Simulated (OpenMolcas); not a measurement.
Multiconfigurational calculation, with input and output: Gd²⁺

Gd²⁺. Computed at this level: state-averaged SS-CASPT2, IPEA shift 0.25, imaginary shift 0.1 hartree, closed shells 5s 5p correlated, active space 8 electrons in the shell 4f, basis ANO-R1, X2C scalar Hamiltonian, spin-orbit coupling by RASSI with atomic mean-field integrals (OpenMolcas).

**The input**
```
&GATEWAY
Coord
1

Gd 0.0 0.0 0.0
Basis=ANO-R1
Group=XYZ
NoMove
AngMom=0.0 0.0 0.0
AMFI
&SEWARD
&RASSCF
FileOrb=start.orb
Symmetry=1
Spin=7
nActEl=8 0 0
Inactive=15 12
Ras2=0 7
CIRoot=7 7 1
SDav=7
CIMx=300
Iter=120 100
PrWF=0.3
OrbListing=Nothing
MaxOrb=0
Atom
>>> COPY $Project.JobIph JOB001
&RASSCF
FileOrb=start.orb
Symmetry=1
Spin=5
nActEl=8 0 0
Inactive=15 12
Ras2=0 7
CIRoot=140 140 1
SDav=140
CIMx=300
Iter=120 100
PrWF=0.3
OrbListing=Nothing
MaxOrb=0
Atom
>>> COPY $Project.JobIph JOB002
&RASSCF
FileOrb=start.orb
Symmetry=1
Spin=3
nActEl=8 0 0
Inactive=15 12
Ras2=0 7
CIRoot=272 272 1
SDav=588
CIMx=300
Iter=120 100
PrWF=0.3
OrbListing=Nothing
MaxOrb=0
Atom
CIOnly
>>> COPY $Project.JobIph JOB003
&RASSCF
FileOrb=start.orb
Symmetry=1
Spin=1
nActEl=8 0 0
Inactive=15 12
Ras2=0 7
CIRoot=272 272 1
SDav=490
CIMx=300
Iter=120 100
PrWF=0.3
OrbListing=Nothing
MaxOrb=0
Atom
CIOnly
>>> COPY $Project.JobIph JOB004
&RASSI
NrOfJobIphs=4 7 105 141 47
1 2 3 4 5 6 7
1 2 3 4 5 6 7 8 9 10 11 12 13 14 15 16 17 18 19 20 21 22 23 24 25 26 27
28 29 30 31 32 33 34 35 36 37 38 39 40 41 42 43 44 45 46 47 48 49 50 51
52 53 54 55 56 57 58 59 60 61 62 63 64 65 66 67 68 69 70 71 72 73 74 75
76 77 78 79 80 81 82 83 84 85 86 87 88 89 90 91 92 93 94 95 96 97 98 99
100 101 102 103 104 105
1 2 3 4 5 6 7 8 9 10 11 12 13 14 15 16 17 18 19 20 21 22 23 24 25 26 27
28 29 30 31 32 33 34 35 36 37 38 39 40 41 42 43 44 45 46 47 48 49 50 51
52 53 54 55 56 57 58 59 60 61 62 63 64 65 66 67 68 69 70 71 72 73 74 75
76 77 78 79 80 81 82 83 84 85 86 87 88 89 90 91 92 93 94 95 96 97 98 99
100 101 102 103 104 105 106 107 108 109 110 111 112 113 114 115 116 117
118 119 120 121 122 123 124 125 126 127 128 129 130 131 132 133 134 135
136 137 138 139 140 141
1 2 3 4 5 6 7 8 9 10 11 12 13 14 15 16 17 18 19 20 21 22 23 24 25 26 27
28 29 30 31 32 33 34 35 36 37 38 39 40 41 42 43 44 45 46 47
IphNames
JOB001
JOB002
JOB003
JOB004
EJob
SpinOrbit
DIPRint=1.0
SOCoupling=1000.0
Subsets=2
Property=9
'ANGMOM' 1 'ANGMOM' 2 'ANGMOM' 3 'MLTPL  1' 1 'MLTPL  1' 2 'MLTPL  1' 3
'AMFI' 1 'AMFI' 2 'AMFI' 3
SOProperty=3
'ANGMOM' 1 'ANGMOM' 2 'ANGMOM' 3
>>> COPY JOB001 $Project.JobIph
&CASPT2
Multistate=7 1 2 3 4 5 6 7
Frozen=14 9
IPEA=0.25
Imaginary=0.1
MaxIter=60
WThr=0.0 0.3 0.05
PrWF=0.5
NoMix
>>> COPY JOB002 $Project.JobIph
&CASPT2
Multistate=105 1 2 3 4 5 6 7 8 9 10 11 12 13 14 15 16 17 18 19 20 21 22
23 24 25 26 27 28 29 30 31 32 33 34 35 36 37 38 39 40 41 42 43 44 45 46
47 48 49 50 51 52 53 54 55 56 57 58 59 60 61 62 63 64 65 66 67 68 69 70
71 72 73 74 75 76 77 78 79 80 81 82 83 84 85 86 87 88 89 90 91 92 93 94
95 96 97 98 99 100 101 102 103 104 105
NoMult
Frozen=14 9
IPEA=0.25
Imaginary=0.1
MaxIter=60
WThr=0.0 0.3 0.05
PrWF=0.5
NoMix
>>> COPY JOB003 $Project.JobIph
&CASPT2
Multistate=141 1 2 3 4 5 6 7 8 9 10 11 12 13 14 15 16 17 18 19 20 21 22
23 24 25 26 27 28 29 30 31 32 33 34 35 36 37 38 39 40 41 42 43 44 45 46
47 48 49 50 51 52 53 54 55 56 57 58 59 60 61 62 63 64 65 66 67 68 69 70
71 72 73 74 75 76 77 78 79 80 81 82 83 84 85 86 87 88 89 90 91 92 93 94
95 96 97 98 99 100 101 102 103 104 105 106 107 108 109 110 111 112 113
114 115 116 117 118 119 120 121 122 123 124 125 126 127 128 129 130 131
132 133 134 135 136 137 138 139 140 141
NoMult
Frozen=14 9
IPEA=0.25
Imaginary=0.1
MaxIter=60
WThr=0.0 0.3 0.05
PrWF=0.5
NoMix
>>> COPY JOB004 $Project.JobIph
&CASPT2
Multistate=47 1 2 3 4 5 6 7 8 9 10 11 12 13 14 15 16 17 18 19 20 21 22
23 24 25 26 27 28 29 30 31 32 33 34 35 36 37 38 39 40 41 42 43 44 45 46
47
Frozen=14 9
IPEA=0.25
Imaginary=0.1
MaxIter=60
WThr=0.0 0.3 0.05
PrWF=0.5
NoMix
```

The file start.orb holds starting orbitals from an earlier step. A driver script formed the levels outside the program, from RASSI's spin-orbit matrix and the CASPT2 energies (for multi-state variants, the effective Hamiltonian), averaged over the components of each term or state. The log and the time are those of the CASPT2 step.

**The program's output (extracts)**
```
--- CASPT2 ---
Orbital specifications:
      -----------------------

      Symmetry species                           1   2
                                                ag  au
      Frozen orbitals                           14   9
      Inactive orbitals                          1   3
      Active orbitals                            0   7
      Secondary orbitals                        12  10
      Deleted orbitals                           0   0
      Number of basis functions                 27  29
Type of calculation                        MS-CASPT2
      Fock operator                              state-specific
      IPEA shift                                 0.25
      Real shift                                 0.00
      Imaginary shift                            0.10
      The input orbitals will be transformed to quasi-canonical
Reference energy:      -11266.0997662136
      E2 (Non-variational):      -0.3444177237
      Shift correction:          -0.0005204849
      E2 (Variational):          -0.3449382087
      Total energy:          -11266.4447044222
      Residual norm:              0.0000004125
      Reference weight:           0.89909
      Contributions to the CASPT2 correlation energy
      Active & Virtual Only:         -0.1310883327
      One Inactive Excited:          -0.0857157513
      Two Inactive Excited:          -0.1276136397
Reference energy:      -11266.0997662136
      E2 (Non-variational):      -0.3443893700
      Shift correction:          -0.0005201313
      E2 (Variational):          -0.3449095013
      Total energy:          -11266.4446757149
      Residual norm:              0.0000004062
      Reference weight:           0.89911
      Contributions to the CASPT2 correlation energy
      Active & Virtual Only:         -0.1310698163
      One Inactive Excited:          -0.0857069931
      Two Inactive Excited:          -0.1276125606
::    CASPT2 Root  1     Total energy: -11266.44470442
::    CASPT2 Root  2     Total energy: -11266.44467571
::    CASPT2 Root  3     Total energy: -11266.44459159
::    CASPT2 Root  4     Total energy: -11266.44456063
::    CASPT2 Root  5     Total energy: -11266.44462645
::    CASPT2 Root  6     Total energy: -11266.44479908
::    CASPT2 Root  7     Total energy: -11266.44461607
::    MS-CASPT2 Root  1     Total energy: -11266.44480327
::    MS-CASPT2 Root  2     Total energy: -11266.44474048
::    MS-CASPT2 Root  3     Total energy: -11266.44468478
::    MS-CASPT2 Root  4     Total energy: -11266.44461288
::    MS-CASPT2 Root  5     Total energy: -11266.44459149
::    MS-CASPT2 Root  6     Total energy: -11266.44458601
::    MS-CASPT2 Root  7     Total energy: -11266.44455503
--- CASPT2 ---
Orbital specifications:
      -----------------------

      Symmetry species                           1   2
                                                ag  au
      Frozen orbitals                           14   9
      Inactive orbitals                          1   3
      Active orbitals                            0   7
      Secondary orbitals                        12  10
      Deleted orbitals                           0   0
      Number of basis functions                 27  29
Type of calculation                        SS-CASPT2
      Fock operator                              state-specific
      IPEA shift                                 0.25
      Real shift                                 0.00
      Imaginary shift                            0.10
      The input orbitals will be transformed to quasi-canonical
Reference energy:      -11265.9941610730
      E2 (Non-variational):      -0.3550194473
      Shift correction:          -0.0005602563
      E2 (Variational):          -0.3555797036
      Total energy:          -11266.3497407766
      Residual norm:              0.0000001289
      Reference weight:           0.89424
      Contributions to the CASPT2 correlation energy
      Active & Virtual Only:         -0.1416760754
      One Inactive Excited:          -0.0850459249
      Two Inactive Excited:          -0.1282974471
Reference energy:      -11265.9941610730
      E2 (Non-variational):      -0.3548123507
      Shift correction:          -0.0005576424
      E2 (Variational):          -0.3553699931
      Total energy:          -11266.3495310661
      Residual norm:              0.0000001188
      Reference weight:           0.89438
      Contributions to the CASPT2 correlation energy
      Active & Virtual Only:         -0.1415876193
      One Inactive Excited:          -0.0849336338
      Two Inactive Excited:          -0.1282910976
::    CASPT2 Root  1     Total energy: -11266.34974078
::    CASPT2 Root  2     Total energy: -11266.34953107
::    CASPT2 Root  3     Total energy: -11266.34959404
::    CASPT2 Root  4     Total energy: -11266.34979025
::    CASPT2 Root  5     Total energy: -11266.34960717
::    CASPT2 Root  6     Total energy: -11266.32770136
::    CASPT2 Root  7     Total energy: -11266.32763406
::    CASPT2 Root  8     Total energy: -11266.32770962
::    CASPT2 Root  9     Total energy: -11266.32769150
::    CASPT2 Root 10     Total energy: -11266.32779748
::    CASPT2 Root 11     Total energy: -11266.32769344
::    CASPT2 Root 12     Total energy: -11266.32764808
::    CASPT2 Root 13     Total energy: -11266.32753742
::    CASPT2 Root 14     Total energy: -11266.32744209
::    CASPT2 Root 15     Total energy: -11266.32778580
::    CASPT2 Root 16     Total energy: -11266.32800946
::    CASPT2 Root 17     Total energy: -11266.32739232
::    CASPT2 Root 18     Total energy: -11266.32744475
::    CASPT2 Root 19     Total energy: -11266.32760769
::    CASPT2 Root 20     Total energy: -11266.32761153
::    CASPT2 Root 21     Total energy: -11266.32762270
::    CASPT2 Root 22     Total energy: -11266.32750377
::    CASPT2 Root 23     Total energy: -11266.32865277
::    CASPT2 Root 24     Total energy: -11266.32877721
::    CASPT2 Root 25     Total energy: -11266.32845409
::    CASPT2 Root 26     Total energy: -11266.32852359
::    CASPT2 Root 27     Total energy: -11266.32871143
::    CASPT2 Root 28     Total energy: -11266.32884993
::    CASPT2 Root 29     Total energy: -11266.32862793
::    CASPT2 Root 30     Total energy: -11266.32870511
--- CASPT2 ---
Orbital specifications:
      -----------------------

      Symmetry species                           1   2
                                                ag  au
      Frozen orbitals                           14   9
      Inactive orbitals                          1   3
      Active orbitals                            0   7
      Secondary orbitals                        12  10
      Deleted orbitals                           0   0
      Number of basis functions                 27  29
Type of calculation                        SS-CASPT2
      Fock operator                              state-specific
      IPEA shift                                 0.25
      Real shift                                 0.00
      Imaginary shift                            0.10
      The input orbitals will be transformed to quasi-canonical
Reference energy:      -11265.9054862378
      E2 (Non-variational):      -0.3582866496
      Shift correction:          -0.0006082479
      E2 (Variational):          -0.3588948974
      Total energy:          -11266.2643811352
      Residual norm:              0.0000002832
      Reference weight:           0.89248
      Contributions to the CASPT2 correlation energy
      Active & Virtual Only:         -0.1449674666
      One Inactive Excited:          -0.0839670863
      Two Inactive Excited:          -0.1293520967
Reference energy:      -11265.9054862378
      E2 (Non-variational):      -0.3582866258
      Shift correction:          -0.0006082460
      E2 (Variational):          -0.3588948718
      Total energy:          -11266.2643811096
      Residual norm:              0.0000002832
      Reference weight:           0.89248
      Contributions to the CASPT2 correlation energy
      Active & Virtual Only:         -0.1449674005
      One Inactive Excited:          -0.0839671286
      Two Inactive Excited:          -0.1293520967
::    CASPT2 Root  1     Total energy: -11266.26438114
::    CASPT2 Root  2     Total energy: -11266.26438111
::    CASPT2 Root  3     Total energy: -11266.26438106
::    CASPT2 Root  4     Total energy: -11266.24461109
::    CASPT2 Root  5     Total energy: -11266.24446781
::    CASPT2 Root  6     Total energy: -11266.24445455
::    CASPT2 Root  7     Total energy: -11266.24470484
::    CASPT2 Root  8     Total energy: -11266.24480641
::    CASPT2 Root  9     Total energy: -11266.24476237
::    CASPT2 Root 10     Total energy: -11266.24465212
::    CASPT2 Root 11     Total energy: -11266.24461351
::    CASPT2 Root 12     Total energy: -11266.24475053
::    CASPT2 Root 13     Total energy: -11266.24463172
::    CASPT2 Root 14     Total energy: -11266.24444443
::    CASPT2 Root 15     Total energy: -11266.24463425
::    CASPT2 Root 16     Total energy: -11266.24483375
::    CASPT2 Root 17     Total energy: -11266.24490201
::    CASPT2 Root 18     Total energy: -11266.24453720
::    CASPT2 Root 19     Total energy: -11266.24475105
::    CASPT2 Root 20     Total energy: -11266.24454886
::    CASPT2 Root 21     Total energy: -11266.24458829
::    CASPT2 Root 22     Total energy: -11266.24454633
::    CASPT2 Root 23     Total energy: -11266.24471974
::    CASPT2 Root 24     Total energy: -11266.24470481
::    CASPT2 Root 25     Total energy: -11266.24484167
::    CASPT2 Root 26     Total energy: -11266.24482295
::    CASPT2 Root 27     Total energy: -11266.24400459
::    CASPT2 Root 28     Total energy: -11266.24386768
::    CASPT2 Root 29     Total energy: -11266.24410826
::    CASPT2 Root 30     Total energy: -11266.24402690
--- CASPT2 ---
Orbital specifications:
      -----------------------

      Symmetry species                           1   2
                                                ag  au
      Frozen orbitals                           14   9
      Inactive orbitals                          1   3
      Active orbitals                            0   7
      Secondary orbitals                        12  10
      Deleted orbitals                           0   0
      Number of basis functions                 27  29
Type of calculation                        MS-CASPT2
      Fock operator                              state-specific
      IPEA shift                                 0.25
      Real shift                                 0.00
      Imaginary shift                            0.10
      The input orbitals will be transformed to quasi-canonical
Reference energy:      -11265.8653972952
      E2 (Non-variational):      -0.3591416280
      Shift correction:          -0.0006194636
      E2 (Variational):          -0.3597610916
      Total energy:          -11266.2251583868
      Residual norm:              0.0000002104
      Reference weight:           0.89202
      Contributions to the CASPT2 correlation energy
      Active & Virtual Only:         -0.1460733663
      One Inactive Excited:          -0.0836519005
      Two Inactive Excited:          -0.1294163611
Reference energy:      -11265.8610064570
      E2 (Non-variational):      -0.3433252485
      Shift correction:          -0.0003960487
      E2 (Variational):          -0.3437212972
      Total energy:          -11266.2047277541
      Residual norm:              0.0000005296
      Reference weight:           0.90494
      Contributions to the CASPT2 correlation energy
      Active & Virtual Only:         -0.1327038406
      One Inactive Excited:          -0.0835963651
      Two Inactive Excited:          -0.1270250427
::    CASPT2 Root  1     Total energy: -11266.22515839
::    CASPT2 Root  2     Total energy: -11266.20472775
::    CASPT2 Root  3     Total energy: -11266.20499248
::    CASPT2 Root  4     Total energy: -11266.20457030
::    CASPT2 Root  5     Total energy: -11266.20453325
::    CASPT2 Root  6     Total energy: -11266.20472429
::    CASPT2 Root  7     Total energy: -11266.20476071
::    CASPT2 Root  8     Total energy: -11266.20465430
::    CASPT2 Root  9     Total energy: -11266.20445365
::    CASPT2 Root 10     Total energy: -11266.20473759
::    CASPT2 Root 11     Total energy: -11266.20487207
::    CASPT2 Root 12     Total energy: -11266.20458966
::    CASPT2 Root 13     Total energy: -11266.20476690
::    CASPT2 Root 14     Total energy: -11266.20473568
::    CASPT2 Root 15     Total energy: -11266.20452368
::    CASPT2 Root 16     Total energy: -11266.20469676
::    CASPT2 Root 17     Total energy: -11266.20484810
::    CASPT2 Root 18     Total energy: -11266.20461671
::    CASPT2 Root 19     Total energy: -11266.20458012
::    CASPT2 Root 20     Total energy: -11266.20502796
::    CASPT2 Root 21     Total energy: -11266.20419616
::    CASPT2 Root 22     Total energy: -11266.20508518
::    CASPT2 Root 23     Total energy: -11266.20483344
::    CASPT2 Root 24     Total energy: -11266.20486120
::    CASPT2 Root 25     Total energy: -11266.20463272
::    CASPT2 Root 26     Total energy: -11266.20477287
::    CASPT2 Root 27     Total energy: -11266.20396457
::    CASPT2 Root 28     Total energy: -11266.20370692
::    CASPT2 Root 29     Total energy: -11266.20390255
::    CASPT2 Root 30     Total energy: -11266.20365267
```

**Spin-orbit levels, grouped by J and assigned (the lowest 25)**

| Configuration | Level | E (cm⁻¹) | LS purity (%) | Landé g |
| --- | --- | --- | --- | --- |
| 4f⁸ | ⁷F₆ | 0 | 97 | 1.496 |
| 4f⁸ | ⁷F₅ | 1,677 | 98 | 1.497 |
| 4f⁸ | ⁷F₄ | 2,772 | 97 | 1.497 |
| 4f⁸ | ⁷F₃ | 3,603 | 96 | 1.498 |
| 4f⁸ | ⁷F₂ | 4,196 | 96 | 1.498 |
| 4f⁸ | ⁷F₁ | 4,587 | 96 | 1.498 |
| 4f⁸ | ⁷F₀ | 4,780 | 96 | – |
| 4f⁸ | ⁵D₄ | 19,240 | 95 | 1.494 |
| 4f⁸ | ⁵D₃ | 23,980 | 95 | 1.493 |
| 4f⁸ | ⁵D₂ | 26,180 | 85 | 1.492 |
| 4f⁸ | ⁵G₆ | 26,310 | 77 | 1.309 |
| 4f⁸ | ⁵L₁₀ | 26,590 | 96 | 1.197 |
| 4f⁸ | ⁵G₅ | 27,150 | 81 | 1.237 |
| 4f⁸ | ⁵L₉ | 27,710 | 97 | 1.133 |
| 4f⁸ | ⁵G₄ | 27,750 | 86 | 1.121 |
| 4f⁸ | ⁵D₁ | 28,050 | 86 | 1.488 |
| 4f⁸ | ⁵G₃ | 28,090 | 91 | 0.899 |
| 4f⁸ | ⁵G₂ | 28,300 | 95 | 0.346 |
| 4f⁸ | ⁵L₈ | 28,370 | 96 | 1.045 |
| 4f⁸ | ⁵L₇ | 28,650 | 92 | 0.923 |
| 4f⁸ | ⁵D₀ | 28,800 | 84 | – |
| 4f⁸ | ⁵L₆ | 28,820 | 91 | 0.730 |
| 4f⁸ | ⁵H₇ | 31,210 | 87 | 1.267 |
| 4f⁸ | ⁵H₆ | 32,710 | 75 | 1.206 |
| 4f⁸ | ⁵H₅ | 33,490 | 72 | 1.101 |

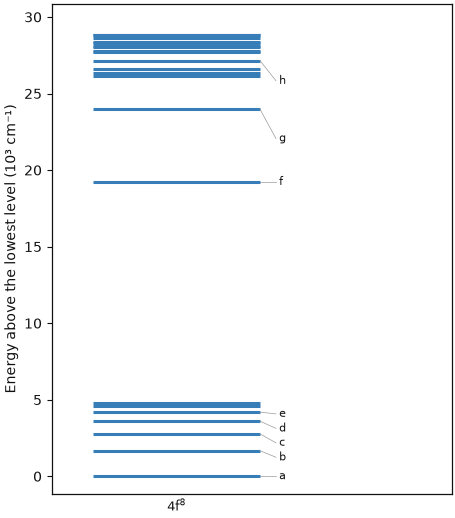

Fig. 1: The lowest computed levels of Gd III (Gd²⁺), 8 of them lettered. a: 4f⁸ ⁷F₆ at 0; b: 4f⁸ ⁷F₅ at 1,680 cm⁻¹; c: 4f⁸ ⁷F₄ at 2,770 cm⁻¹; d: 4f⁸ ⁷F₃ at 3,600 cm⁻¹; e: 4f⁸ ⁷F₂ at 4,200 cm⁻¹; f: 4f⁸ ⁵D₄ at 19,200 cm⁻¹; g: 4f⁸ ⁵D₃ at 24,000 cm⁻¹; h: 4f⁸ ⁵G₅ at 27,200 cm⁻¹.

**Results in brief**

```tsv
quantity	value
outcome	converged; degenerate states are split by up to 285 cm⁻¹
lowest level	4f⁸ ⁷F₆
first excited level	4f⁸ ⁷F₅, 1,677 cm⁻¹
energy of the lowest spin-free term	−11266.44465 hartree
energy of the lowest spin-orbit level	−11266.45867 hartree
CASPT2 correlation energy	−0.3449 hartree
largest spread among components of a term	284.6 cm⁻¹
lowest reference weight	0.892
hardware	1 CPU thread, shared host
wall time	81 s
```

**Notes**

The components of ⁵I, which symmetry makes degenerate, are split by 285 cm⁻¹ in CASPT2, and those of 19 more by over 50 cm⁻¹. This is an artefact; the levels of such states rest on averages and are uncertain by about as much. The run is of multi-state type; this report uses its single-state energies. Limits: listed ground configuration lies outside the active space; only configurations of the active space are included; spin-free states above about 54,000 cm⁻¹ are left out of the spin-orbit step.
